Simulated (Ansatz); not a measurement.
# CH6BSb: shape, modes and thermochemistry

What shape does CH6BSb take? The plan is to relax it, check the end point by its vibrations and derive ideal-gas thermochemistry.

Computed with Ansatz 0.2.0, Gaussian basis. Level: RKS PBE0-D4/def2-TZVP.

Levels to be run: relaxation at PBE-D4/def2-SVP; relaxation at PBE0-D4/def2-TZVP; harmonic vibrations at the same level.

2 further runs of the same task are left out: 1 for a known fault of the program, 1 set aside as unsound or not needed.

## Step 1: The system as given

SMILES `[BH2][SbH][CH3]`, 9 atoms, charge 0, spin multiplicity 1.

Atoms are counted from 1 here; the program's logs count them from 0.

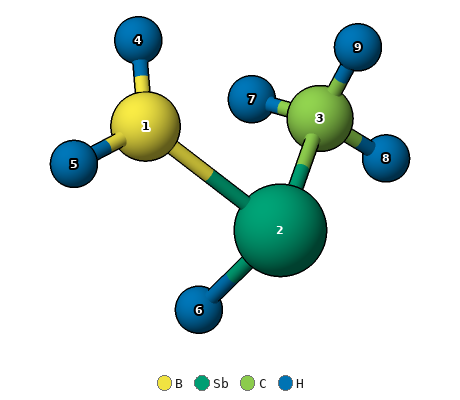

As it starts; boron yellow, antimony teal, carbon green, hydrogen blue; atoms are numbered from 1 in the order of the file.

The start is a force-field geometry with small random shifts, so a cheaper pass at PBE-D4/def2-SVP comes first. Sb takes the def2 core potential; no spin-orbit term is included.

## Step 2: Relaxation at PBE-D4/def2-SVP (cheap first pass)

Contents of in.yaml:

```yaml
crystal:
  periodic: [false, false, false]
  atoms:
    - {symbol: B, position_ang: [-0.663600, 0.607100, -1.487500]}
    - {symbol: Sb, position_ang: [0.816200, 1.085200, 0.068400]}
    - {symbol: C, position_ang: [0.604000, -0.897700, 0.891900]}
    - {symbol: H, position_ang: [-0.968400, -0.451400, -1.714300]}
    - {symbol: H, position_ang: [-1.197200, 1.530700, -2.127400]}
    - {symbol: H, position_ang: [-0.391600, 1.761300, 1.162900]}
    - {symbol: H, position_ang: [-0.408000, -1.143000, 1.058800]}
    - {symbol: H, position_ang: [1.200500, -0.919900, 1.875500]}
    - {symbol: H, position_ang: [1.096600, -1.618600, 0.254600]}
basis:
  gaussian: {orbitals: def2-SVP}
hamiltonian: {xc: pbe, dispersion: d4}
relax: {f_tol: 0.03, max_steps: 200}
```

Launch:

```bash
$ ansatz run in.yaml --threads 2 --pin off --events-out ev --progress --plain --max-ram 4352MiB
```

Log, shortened:

```text
Functional definition: PBE
  name "PBE"
  cite "Perdew, Burke & Ernzerhof, Phys. Rev. Lett. 77, 3865 (1996) doi:10.1103/PhysRevLett.77.3865"
  parent pbe
[...]
976 factors; their error is unknown
[...]
mean field -8342.46653531 eV, -306.5799904457 hartree, gradient 1.1e-5 eV, S^2 0.000000; 0 other end points of the search recorded, 0 dependent functions left out
[...]
reference -8342.46657007 eV, -306.5799917230 hartree; 20, 20 occupied and 64, 64 virtual orbitals, 976 factors
relax step   1: F+E_penalty+E_count = -8342.63754701 eV  Δ(F+E_penalty+E_count) = +0.000e0 eV  max|allowed force component| = 3.179e0 eV/Å  Δτ_max = 0.0000 Å  (27 SCF iters, accepted)
[...]
relax step   6: F+E_penalty+E_count = -8342.98795012 eV  Δ(F+E_penalty+E_count) = -2.057e-3 eV  max|allowed force component| = 6.398e-2 eV/Å  Δτ_max = 0.0689 Å  (27 SCF iters, accepted)
[...]
relax step   7: F+E_penalty+E_count = -8342.98864280 eV  Δ(F+E_penalty+E_count) = -6.927e-4 eV  max|allowed force component| = 2.809e-2 eV/Å  Δτ_max = 0.0183 Å  (27 SCF iters, accepted)
976 factors; their error is unknown
[...]
mean field -8342.82340052 eV, -306.5931050004 hartree, gradient 2.1e-5 eV, S^2 0.000000; 1 other end points of the search recorded, 0 dependent functions left out
[...]
reference -8342.82343651 eV, -306.5931063230 hartree; 20, 20 occupied and 64, 64 virtual orbitals, 976 factors
Total energy: -8342.98867879 eV, -306.5991788646 hartree
Atom 0 at    -0.732694     0.667779    -1.577687 Å, force     0.001290     0.013183    -0.004268 eV/Å
Atom 1 at     0.756405     1.003118     0.023266 Å, force    -0.010773    -0.028090    -0.000497 eV/Å
Atom 2 at     0.641374    -0.951773     1.030831 Å, force     0.026190     0.019357     0.016987 eV/Å
Atom 3 at    -0.752363    -0.386862    -2.185437 Å, force     0.003361     0.007242     0.011990 eV/Å
Atom 4 at    -1.421327     1.593625    -1.961609 Å, force    -0.001730    -0.006737    -0.007440 eV/Å
Atom 5 at    -0.314109     1.857484     1.079458 Å, force     0.002181    -0.003797     0.000235 eV/Å
Atom 6 at    -0.400993    -1.190485     1.308683 Å, force     0.022898    -0.008615    -0.009614 eV/Å
Atom 7 at     1.280044    -0.923495     1.933768 Å, force    -0.018470    -0.001039    -0.009123 eV/Å
Atom 8 at     1.032163    -1.715690     0.331626 Å, force    -0.024948     0.008496     0.001731 eV/Å
Dipole moment:     0.035192    -0.141343     0.105957 e Å
```

Run time: 5.5 s. Hardware: 2 threads of Intel Xeon 6975P-C, shared host.

Step by step:

| step | energy from step 1 (eV) | largest force component (eV/Å) |
| --- | --- | --- |
| 1 | 0.0000 | 3.1791 |
| 2 | -0.2193 | 0.8935 |
| 3 | -0.3124 | 0.4247 |
| 4 | -0.3428 | 0.1838 |
| 5 | -0.3483 | 0.0509 |
| 6 | -0.3504 | 0.0640 |
| 7 | -0.3511 | 0.0281 |

Distances of close pairs at the start and the end, largest changes first:

| bond | before (Å) | after (Å) | change (Å) |
| --- | --- | --- | --- |
| B1–H4 | 1.125 | 1.217 | +0.093 |
| C3–H7 | 1.055 | 1.105 | +0.050 |
| Sb2–C3 | 2.158 | 2.202 | +0.045 |
| C3–H8 | 1.151 | 1.106 | -0.044 |
| Sb2–H6 | 1.765 | 1.730 | -0.035 |
| B1–H5 | 1.244 | 1.216 | -0.028 |
| C3–H9 | 1.081 | 1.107 | +0.026 |
| B1–Sb2 | 2.200 | 2.212 | +0.012 |

## Step 3: Relaxation at PBE0-D4/def2-TZVP

Contents of in.yaml:

```yaml
crystal:
  periodic: [false, false, false]
  atoms:
    - {symbol: B, position_ang: [-0.732694, 0.667779, -1.577687]}
    - {symbol: Sb, position_ang: [0.756405, 1.003118, 0.023266]}
    - {symbol: C, position_ang: [0.641374, -0.951773, 1.030831]}
    - {symbol: H, position_ang: [-0.752363, -0.386862, -2.185437]}
    - {symbol: H, position_ang: [-1.421327, 1.593625, -1.961609]}
    - {symbol: H, position_ang: [-0.314109, 1.857484, 1.079458]}
    - {symbol: H, position_ang: [-0.400993, -1.190485, 1.308683]}
    - {symbol: H, position_ang: [1.280044, -0.923495, 1.933768]}
    - {symbol: H, position_ang: [1.032163, -1.715690, 0.331626]}
basis:
  gaussian: {orbitals: def2-TZVP}
hamiltonian: {xc: pbe0, dispersion: d4}
relax: {f_tol: 0.005, max_steps: 150}
```

Launched as before.

Log, shortened:

```text
Functional definition: PBE0
  name "PBE0"
  cite "Adamo & Barone, J. Chem. Phys. 110, 6158 (1999) doi:10.1063/1.478522"
  cite "Perdew, Burke & Ernzerhof, Phys. Rev. Lett. 77, 3865 (1996) doi:10.1103/PhysRevLett.77.3865"
  parent pbe
[...]
1054 factors; their error is unknown
[...]
mean field -8345.91996755 eV, -306.7069017398 hartree, gradient 1.9e-5 eV, S^2 0.000000; 0 other end points of the search recorded, 0 dependent functions left out
[...]
reference -8345.92000158 eV, -306.7069029904 hartree; 20, 20 occupied and 128, 128 virtual orbitals, 1054 factors
relax step   1: F+E_penalty+E_count = -8346.05960088 eV  Δ(F+E_penalty+E_count) = +0.000e0 eV  max|allowed force component| = 5.488e-1 eV/Å  Δτ_max = 0.0000 Å  (28 SCF iters, accepted)
[...]
Total energy: -8346.10197565 eV, -306.7135904139 hartree
Atom 0 at    -0.724392     0.664599    -1.571017 Å, force    -0.000295     0.003513     0.003922 eV/Å
Atom 1 at     0.736932     0.985117     0.037749 Å, force    -0.001107     0.002868    -0.002586 eV/Å
Atom 2 at     0.637033    -0.937049     1.020956 Å, force     0.004197     0.002508     0.001762 eV/Å
Atom 3 at    -0.758695    -0.380416    -2.150455 Å, force     0.000154    -0.001532    -0.002039 eV/Å
Atom 4 at    -1.387942     1.575738    -1.965760 Å, force     0.001349    -0.001780    -0.000272 eV/Å
Atom 5 at    -0.317255     1.829499     1.077225 Å, force     0.000327    -0.002274     0.000381 eV/Å
Atom 6 at    -0.383754    -1.179188     1.307447 Å, force    -0.000375    -0.001173    -0.000899 eV/Å
Atom 7 at     1.275831    -0.917499     1.902532 Å, force    -0.001310     0.000869    -0.000421 eV/Å
Atom 8 at     1.010741    -1.687099     0.324222 Å, force    -0.002939    -0.002999     0.000153 eV/Å
Dipole moment:    -0.000257    -0.159315     0.082006 e Å
```

Wall time 11 s (2 threads of Intel Xeon 6975P-C, shared host); peak memory 0.31 GiB.

Relaxation path:

| step | energy from step 1 (eV) | largest force component (eV/Å) |
| --- | --- | --- |
| 1 | 0.0000 | 0.5488 |
| 2 | -0.0353 | 0.2470 |
| 3 | -0.0409 | 0.1043 |
| 4 | -0.0421 | 0.0469 |
| 5 | -0.0423 | 0.0125 |
| 6 | -0.0423 | 0.0042 |

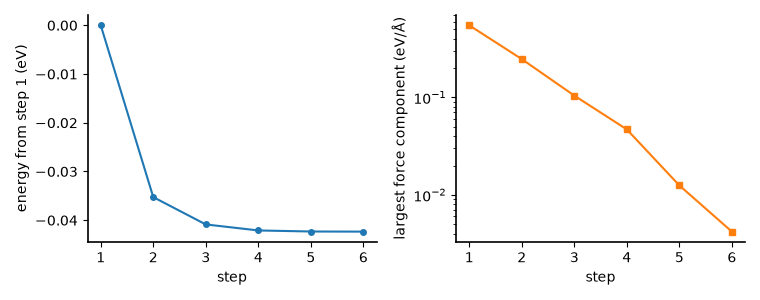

Energy and force, step by step.

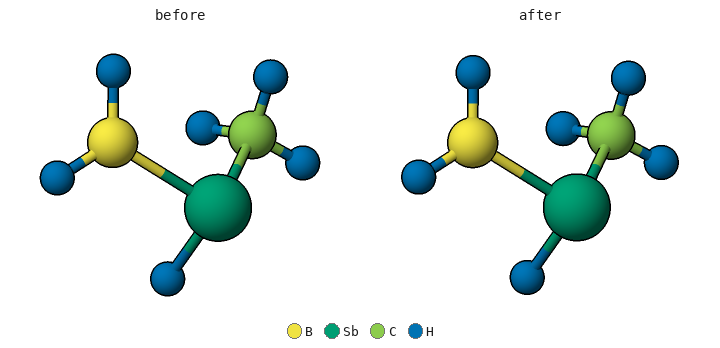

The geometry before (left) and after (right).

Distances of close pairs at the start and the end, largest changes first:

| bond | before (Å) | after (Å) | change (Å) |
| --- | --- | --- | --- |
| Sb2–C3 | 2.202 | 2.161 | -0.041 |
| Sb2–H6 | 1.730 | 1.704 | -0.025 |
| B1–H4 | 1.217 | 1.195 | -0.022 |
| B1–H5 | 1.216 | 1.194 | -0.022 |
| C3–H8 | 1.106 | 1.089 | -0.017 |
| C3–H7 | 1.105 | 1.088 | -0.017 |
| C3–H9 | 1.107 | 1.090 | -0.017 |
| B1–Sb2 | 2.212 | 2.197 | -0.015 |

Mulliken charges at the end point, from the run's report:

| atom | value (e) |
| --- | --- |
| B1 | -0.19 |
| Sb2 | 0.27 |
| C3 | -0.58 |
| H4 | 0.03 |
| H5 | 0.04 |
| H6 | -0.02 |
| H7 | 0.15 |
| H8 | 0.15 |
| H9 | 0.15 |

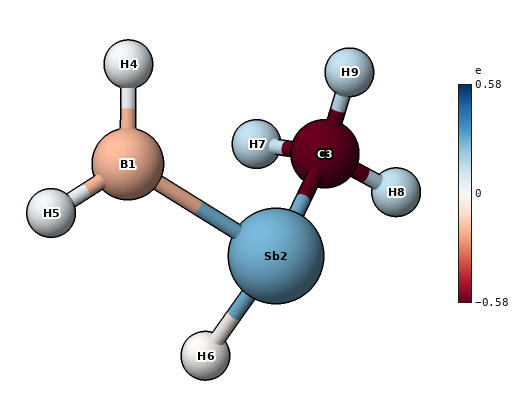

Mulliken charges at the end point, from the run's report, as colours on the atoms.

## Step 4: Vibrations by finite differences

Contents of in.yaml:

```yaml
crystal:
  periodic: [false, false, false]
  atoms:
    - {symbol: B, position_ang: [-0.724392, 0.664599, -1.571017]}
    - {symbol: Sb, position_ang: [0.736932, 0.985117, 0.037749]}
    - {symbol: C, position_ang: [0.637033, -0.937049, 1.020956]}
    - {symbol: H, position_ang: [-0.758695, -0.380416, -2.150455]}
    - {symbol: H, position_ang: [-1.387942, 1.575738, -1.965760]}
    - {symbol: H, position_ang: [-0.317255, 1.829499, 1.077225]}
    - {symbol: H, position_ang: [-0.383754, -1.179188, 1.307447]}
    - {symbol: H, position_ang: [1.275831, -0.917499, 1.902532]}
    - {symbol: H, position_ang: [1.010741, -1.687099, 0.324222]}
basis:
  gaussian: {orbitals: def2-TZVP}
hamiltonian: {xc: pbe0, dispersion: d4}
phonons: {temperatures: {t_min: 298.15, t_max: 900, t_step: 200}}
```

Same command.

Log, shortened:

```text
Functional definition: PBE0
  name "PBE0"
  cite "Adamo & Barone, J. Chem. Phys. 110, 6158 (1999) doi:10.1063/1.478522"
  cite "Perdew, Burke & Ernzerhof, Phys. Rev. Lett. 77, 3865 (1996) doi:10.1103/PhysRevLett.77.3865"
  parent pbe
[...]
1054 factors; their error is unknown
[...]
mean field -8345.96147723 eV, -306.7084271924 hartree, gradient 1.5e-5 eV, S^2 0.000000; 0 other end points of the search recorded, 0 dependent functions left out
[...]
reference -8345.96151120 eV, -306.7084284407 hartree; 20, 20 occupied and 128, 128 virtual orbitals, 1054 factors
[...]
1054 factors; their error is unknown
mean field -8345.96140591 eV, -306.7084245715 hartree, gradient 1.0e-6 eV, S^2 0.000000; 0 other end points of the search recorded, 0 dependent functions left out
[...]
reference -8345.96143987 eV, -306.7084258195 hartree; 20, 20 occupied and 128, 128 virtual orbitals, 1054 factors
[...]
Atom 1 at     0.736932     0.985117     0.037749 Å, force    -0.001077     0.002839    -0.002571 eV/Å
Atom 2 at     0.637033    -0.937049     1.020956 Å, force     0.004212     0.002529     0.001747 eV/Å
Atom 3 at    -0.758695    -0.380416    -2.150455 Å, force     0.000151    -0.001540    -0.002055 eV/Å
Atom 4 at    -1.387942     1.575738    -1.965760 Å, force     0.001357    -0.001781    -0.000274 eV/Å
Atom 5 at    -0.317255     1.829499     1.077225 Å, force     0.000315    -0.002272     0.000379 eV/Å
Atom 6 at    -0.383754    -1.179188     1.307447 Å, force    -0.000385    -0.001173    -0.000912 eV/Å
Atom 7 at     1.275831    -0.917499     1.902532 Å, force    -0.001313     0.000872    -0.000419 eV/Å
Atom 8 at     1.010741    -1.687099     0.324222 Å, force    -0.002941    -0.002992     0.000161 eV/Å
Dipole moment:    -0.000257    -0.159314     0.082006 e Å
Vibrations: 97.47 135.31 263.15 387.19 519.21 527.95 574.28 656.62 804.09 840.21 899.33 1146.94 1233.03 1452.86 1460.70 1967.93 2585.47 2686.76 3076.45 3172.52 3186.79 cm⁻¹, zero-point energy 1.715585 eV
```

Wall time 66 s (2 threads of Intel Xeon 6975P-C, shared host); peak memory 0.32 GiB.

Motions are named by where the mode's potential energy lies. Wavenumbers, unscaled:

| mode | cm⁻¹ | motion |
| --- | --- | --- |
| 1 | 97 | torsion |
| 2 | 135 | bend |
| 3 | 263 | torsion |
| 4 | 387 | torsion with bend |
| 5 | 519 | Sb–C and B–Sb stretch |
| 6 | 528 | Sb–C and B–Sb stretch |
| 7 | 574 | bend with torsion |
| 8 | 657 | bend |
| 9 | 804 | bend |
| 10 | 840 | bend with torsion |
| 11 | 899 | torsion with out-of-plane bend |
| 12 | 1147 | bend |
| 13 | 1233 | bend |
| 14 | 1453 | bend |
| 15 | 1461 | bend |
| 16 | 1968 | Sb–H stretch |
| 17 | 2585 | B–H stretch |
| 18 | 2687 | B–H stretch |
| 19 | 3076 | C–H stretch |
| 20 | 3173 | C–H stretch |
| 21 | 3187 | C–H stretch |

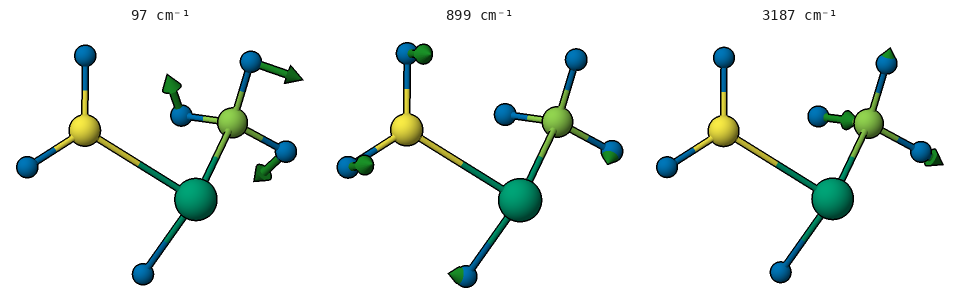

Displacements of 3 modes, as arrows.

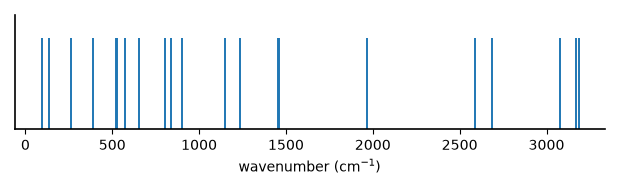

The harmonic wavenumbers as sticks (no intensities were computed).

From these modes and the moments of inertia (298.15 K, 1 bar, symmetry number 1):

| term | value |
| --- | --- |
| zero-point energy | 165.5 kJ/mol |
| H(298) − E | 183.8 kJ/mol |
| entropy, translation | 171.4 J/(mol K) |
| entropy, rotation | 104.3 J/(mol K) |
| entropy, vibration | 49.1 J/(mol K) |
| entropy, total | 324.8 J/(mol K) |

## Step 5: Summary of results

```
                  quantity            value
               point group               C1
                     steps            7 + 6
shift from the start (rms)          0.226 Å
              total energy    -8346.1020 eV
           dispersion term         -140 meV
             dipole moment           0.86 D
lowest, highest wavenumber    97, 3187 cm⁻¹
         zero-point energy     165.5 kJ/mol
       entropy at 298.15 K  324.8 J/(mol K)
```

The atoms moved 0.23 Å (rms) from the start; the bond that changed most is B1–H4, from 1.125 to 1.195 Å. All wavenumbers are real, so the end point is a minimum. The stiffest mode, 3187 cm⁻¹, is a C–H stretch, and 2 modes under 200 cm⁻¹ make the vibrational entropy uncertain. Harmonic hybrid wavenumbers usually lie a few per cent above measured fundamentals. The largest Mulliken charge, -0.58 e, sits on C3.
